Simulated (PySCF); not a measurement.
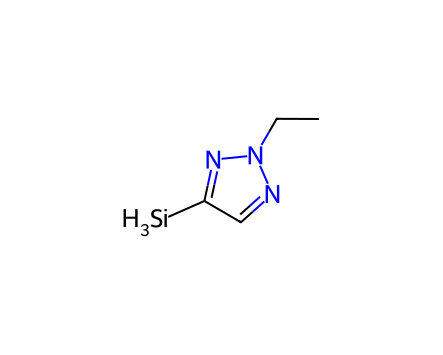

Skeletal drawing of a molecule.

Question: Give its SMILES.

Answer: CCn1ncc([SiH3])n1

Question: Give the formula, hydrogens included.

Answer: C4H9N3Si.

Question: An optimisation with GFN2-xTB gave a structure of which point group?

Answer: C1. Other conformers may differ.

More results for the same structure follow; atom numbers are the same in all pictures, views and colours differ. The computed structure is the end point of a GFN2-xTB optimisation. No frequency run is at hand to confirm it as a minimum.

## Geometry

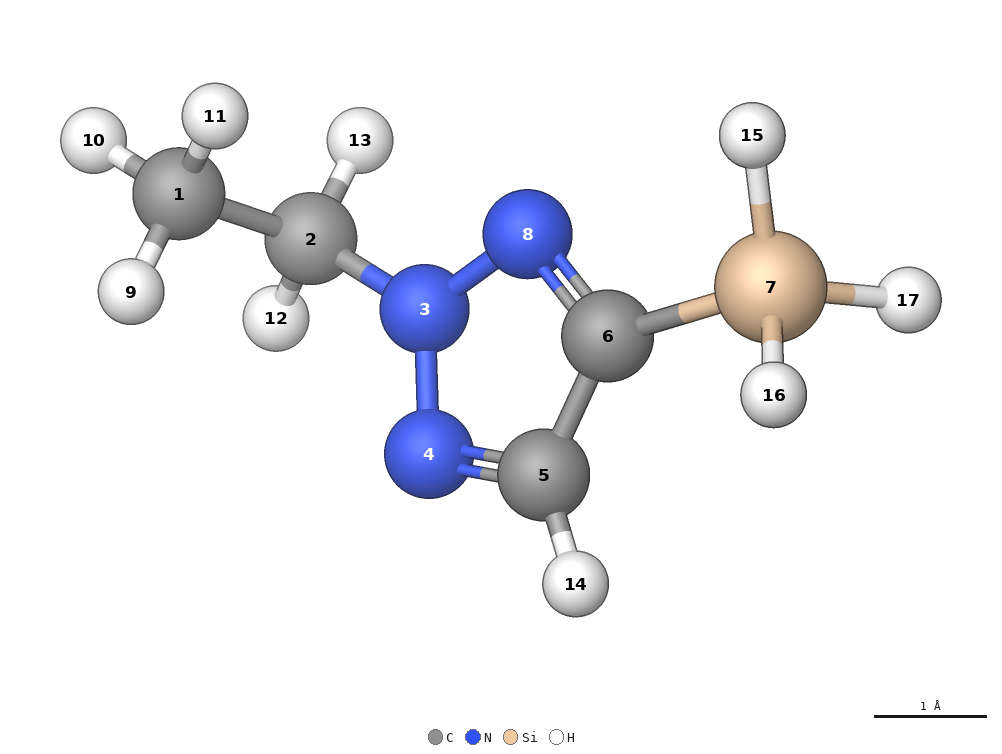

Numbered structure. No frequency run is at hand to confirm it as a minimum.

List the bonds and their lengths. Leave out bonds to hydrogen.

| bond | length (Å) | order |
| --- | --- | --- |
| C1–C2 | 1.526 | single |
| C2–N3 | 1.434 | single |
| N3–N4 | 1.313 | aromatic |
| N3–N8 | 1.309 | aromatic |
| N4–C5 | 1.322 | aromatic |
| C5–C6 | 1.405 | aromatic |
| C6–Si7 | 1.870 | single |
| C6–N8 | 1.332 | aromatic |

## Dipole moment

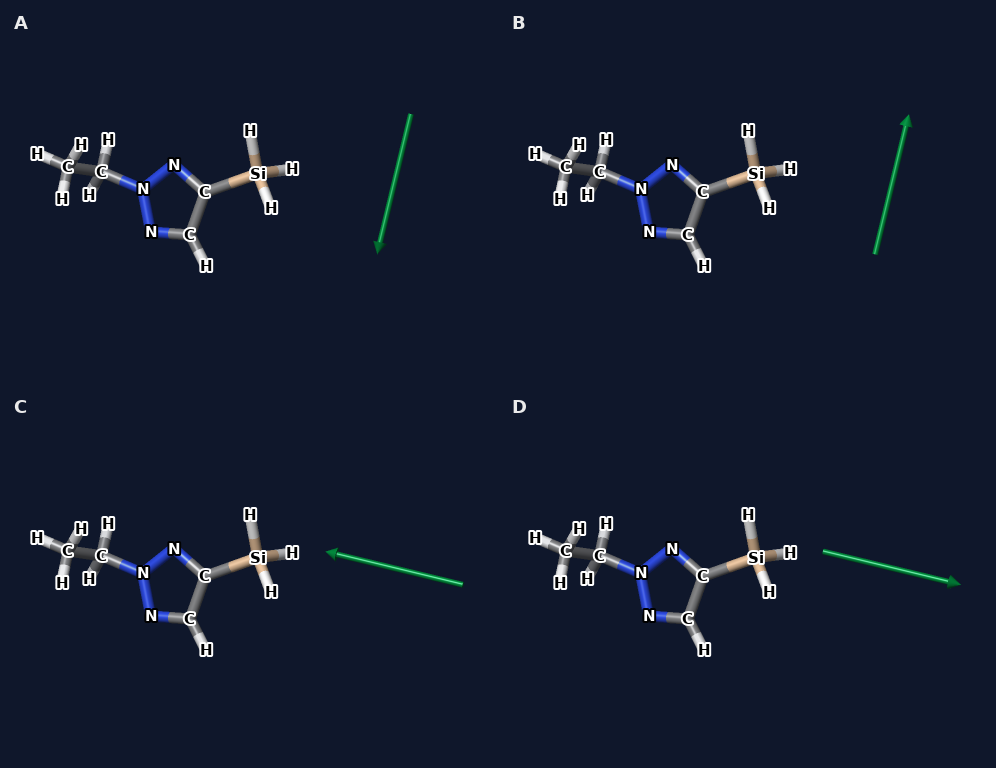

The same molecule four times, each with an arrow. No frequency run is at hand to confirm it as a minimum. Properties computed with PBE0/def2-SVPD, gas phase (PySCF 2.14.0).

Question: Which arrow points along the dipole moment, from the negative to the positive end?

Answer: C. The dipole moment is 1.06 D.

## Excitation

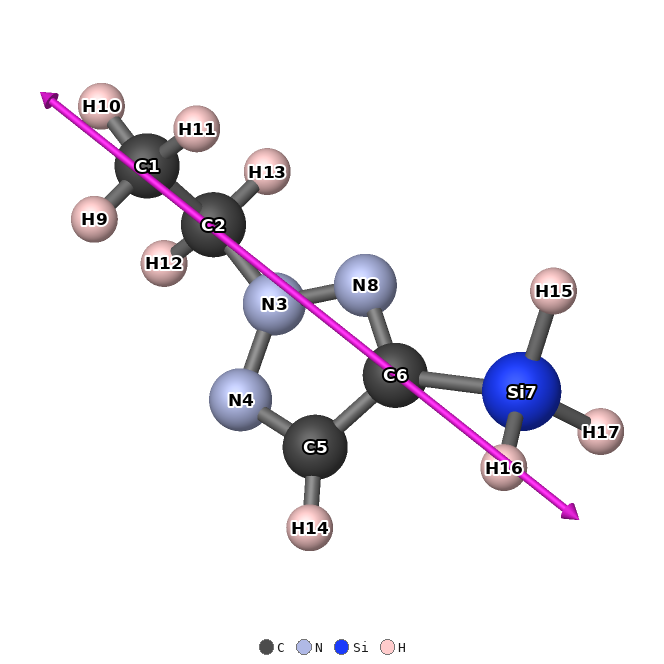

The double arrow shows the direction of the transition dipole to excited singlet state 2 (its length means nothing). No frequency run is at hand to confirm it as a minimum. Properties computed with TDDFT PBE0/def2-SVPD, vertical, gas phase, core orbitals frozen in the response (PySCF 2.14.0).

Question: How is the transition polarised?

Answer: Nearly parallel to the N4–C5 bond.

Question: Where does the transition lie, and how strong is it?

Answer: 6.36 eV (195 nm), oscillator strength 0.24, mainly HOMO → LUMO (weight 0.90); transition dipole 3.17 D.

## Polarisability

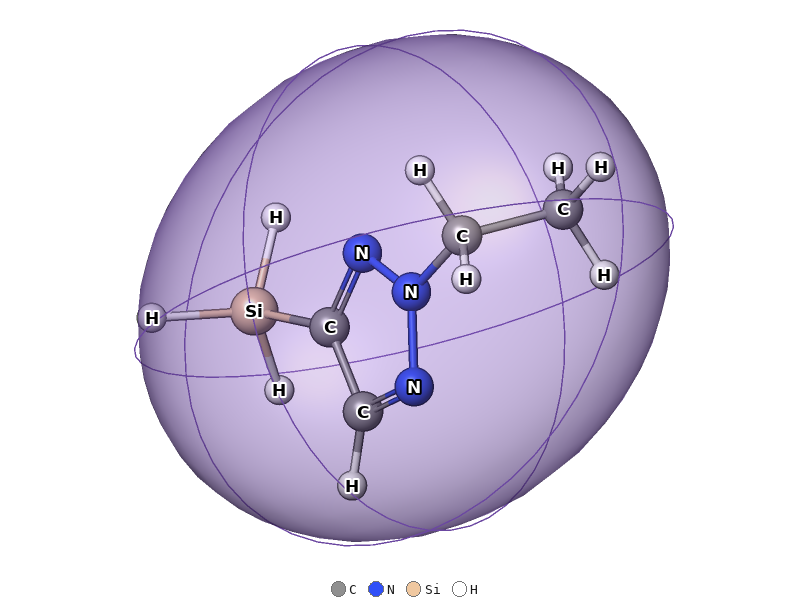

The ellipsoid shows the static dipole polarisability: its half-axes are proportional to the principal values. No frequency run is at hand to confirm it as a minimum. Level of theory: PBE0/def2-SVPD (PySCF 2.14.0).

Question: How large and how anisotropic is the polarisability?

Answer: Principal values 71.9, 88.5, 123.7 bohr³; mean 94.7 bohr³ (14.03 Å³); anisotropy 45.8 bohr³, so the longest axis is 1.72 times the shortest.

The geometry is semi-empirical. Around Si such bond lengths and angles can be off by a tenth of an ångström or more and by several degrees, and values that hang on the shape move with them.
